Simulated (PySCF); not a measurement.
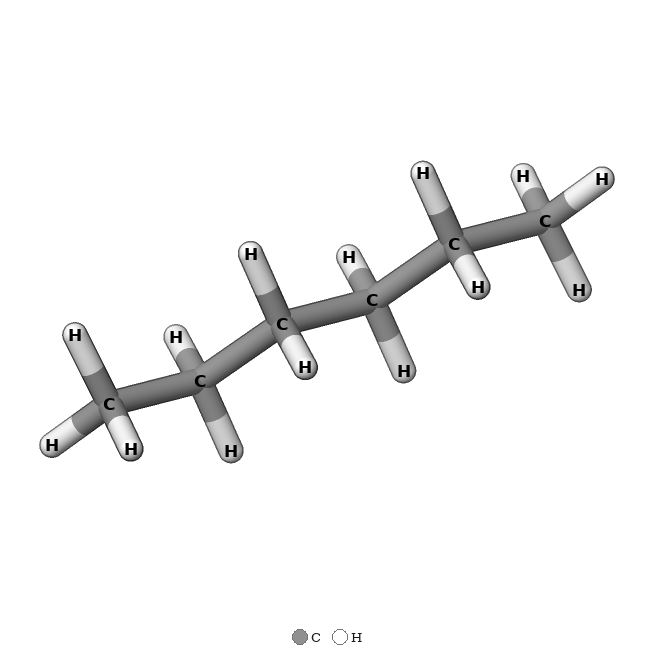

Computed geometry: PBE0-D3(BJ)/def2-TZVP optimisation. No frequency run is at hand to confirm it as a minimum. Program: PySCF 2.14.0.

At this fixed geometry, give HOMO–LUMO gap (eV) at these levels: B97-2/pcSseg-2; KT3/pcSseg-2; PBE0/pcSseg-2; WP04/pcSseg-2 in chloroform (IEF-PCM); ωB97X-D/pcSseg-2; ωB97X-D/pcSseg-2 in chloroform (IEF-PCM).

```json
{"level": "B97-2/pcSseg-2", "HOMO–LUMO gap (eV)": "9.22"}
{"level": "KT3/pcSseg-2", "HOMO–LUMO gap (eV)": "7.34"}
{"level": "PBE0/pcSseg-2", "HOMO–LUMO gap (eV)": "9.43"}
{"level": "WP04/pcSseg-2 in chloroform (IEF-PCM)", "HOMO–LUMO gap (eV)": "9.38"}
{"level": "ωB97X-D/pcSseg-2", "HOMO–LUMO gap (eV)": "13.00"}
{"level": "ωB97X-D/pcSseg-2 in chloroform (IEF-PCM)", "HOMO–LUMO gap (eV)": "13.01"}
```
